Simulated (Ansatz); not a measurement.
**Redistribution: C4H7F + C2HF3O → C4H8 + C2F4O**

Species: C4H7F `C/C=C(/C)F`, singlet; C2HF3O `FC1OC1(F)F`, singlet; C4H8 (trans-2-butene) `C/C=C/C`, singlet; C2F4O `FC1(F)OC1(F)F`, singlet. The partners trade F for H; both sit on C, so the bond types are kept.

Shapes, held fixed at every level: PBE0-D4/def2-TZVP. Programs: Ansatz 0.2.0. The zero-point and thermal change to 298 K, harmonic and unscaled (PBE0-D4/def2-TZVP), is -1.6 kJ/mol.

| level | kind | ΔH(298 K) (kJ/mol) | less CCSD(T)/CBS estimate |
| --- | --- | --- | --- |
| r2SCAN-D4/def2-TZVPP | meta-GGA | -0.7 | -0.6 |
| PBE0-D4/def2-TZVPP | global hybrid | -1.2 | -1.1 |
| r2SCAN0-D4/def2-TZVPP | global hybrid | -2.5 | -2.4 |
| B2PLYP/def2-TZVPP | double hybrid | +1.0 | +1.1 |
| MP2/def2-SVP | perturbation theory | -12.9 | -12.8 |
| CCSD/def2-SVP | coupled cluster or CI | -10.1 | -10.0 |
| CCSD/def2-TZVPP | coupled cluster or CI | -2.9 | -2.8 |
| CCSD(T)/CBS estimate | coupled cluster or CI | -0.1 | 0.0 |

The highest level, CCSD(T)/CBS estimate, gives ΔH(298 K) = -0.1 kJ/mol; the levels span -12.9 to +1.0. That is about zero within the method's error. They disagree on the sign: 1 of 8 are positive. The column of differences is taken from that level and isn't an error. No measured value is set beside it here. The CBS estimate extrapolates MP2 from def2-TZVPP and def2-QZVPP and adds CCSD(T) − MP2 in the triple-zeta set, cores frozen.

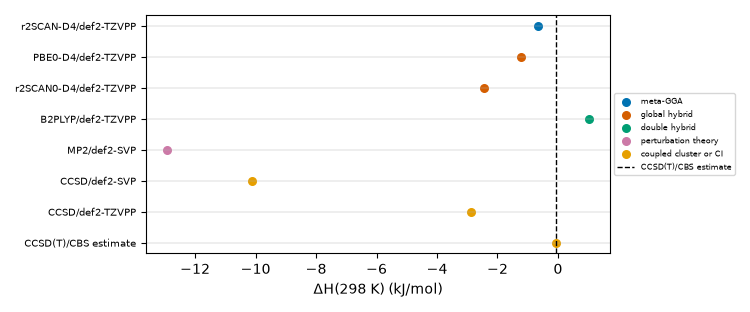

The values of the table, level by level.
